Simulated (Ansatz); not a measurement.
Sc (P6_3/mmc): Drude plasma energy along x against volume

The cell of Sc (P6_3/mmc) is scaled evenly and the response computed anew at each volume, on one mesh. x, y and z are the Cartesian axes of the input cell.

Symmetry: P6_3/mmc, No. 194, hexagonal system. Conventional cell: a = 3.309 Å, b = 3.309 Å, c = 5.273 Å, α = 90.00°, β = 90.00°, γ = 120.00°. Sc on site c is surrounded by 12 Sc at 3.26 to 3.31 Å.

Method: Ansatz 0.2.0, r2SCAN, independent particles, k-mesh 15×15×8 with interpolation inside its cells, Gaussian parameter 0.1 eV.

Launch of the response step: `ansatz run input.yaml --threads 4 --pin off --max-ram 8192MiB --backend cpu --events-out ev --progress --plain --runs-dir out`. The series took 6.1 min in all, on 4 threads of Intel(R) Xeon(R) Processor @ 2.70GHz, on a shared host.

| V/V₀ | V (Å³, primitive cell) | Drude plasma energy along x (eV) |
| --- | --- | --- |
| 0.94 | 47.00 | 3.0807 |
| 0.96 | 48.00 | 3.0227 |
| 0.98 | 49.00 | 2.9724 |
| 1.00 | 50.00 | 2.9318 |
| 1.02 | 51.00 | ? |
| 1.04 | 52.00 | 2.8762 |
| 1.06 | 53.00 | 2.8588 |

For small changes the quantity should be close to linear in ln V.

Working, on the rows shown:

| x = ln(V/V₀) | y = Drude plasma energy along x |
| --- | --- |
| -0.0618754 | 3.0807 |
| -0.040822 | 3.0227 |
| -0.0202027 | 2.9724 |
| 0 | 2.9318 |
| 0.0392207 | 2.8762 |
| 0.0582689 | 2.8588 |

Means: x̄ = -0.0042351, ȳ = 2.9571. Σ(x − x̄)(y − ȳ) = -0.01954, Σ(x − x̄)² = 0.01073. Slope = -0.01954 / 0.01073 = -1.821; intercept = ȳ − slope · x̄ = 2.9494. The line misses the rows shown by up to 0.019 eV, in a bent pattern, so a parabola y = c₀ + c₁x + c₂x² is fitted. The sums Σx = -0.025410484, Σx² = 0.01083668, Σx³ = -5.4996727e-05, Σx⁴ = 3.1495593e-05, Σy = 17.7426, Σxy = -0.094676957 and Σx²y = 0.03217572 in the three normal equations give c₀ = 2.9321, c₁ = -1.813, c₂ = 9.567; the parabola misses the rows by at most 0.00062 eV.

What does the fit predict for the withheld row, and how well does it do?

At x = 0.019803 the parabola gives y = 2.9 eV. The run gave 2.9001 eV, so the interpolation is off by 0.0001 eV, 0.0 % of the range in the table.

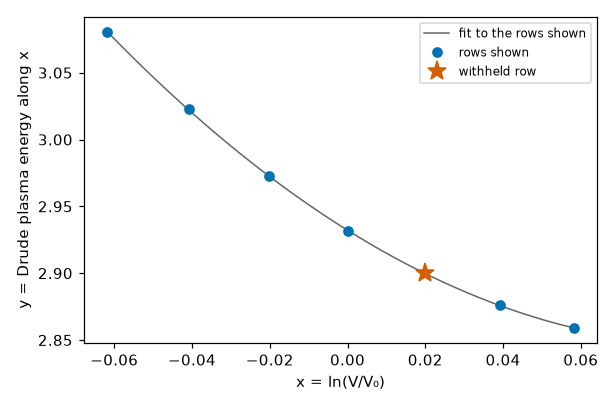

Between the rows on either side of x = 0 the slope is (2.9001 − 2.9724) / (0.019803 − (-0.020203)) = -1.807. So d ln ωp/d ln V = -0.62; free electrons would give −0.50. The values come from a sum over the points of one k-mesh and carry its error, which is largest for Fermi-surface quantities.
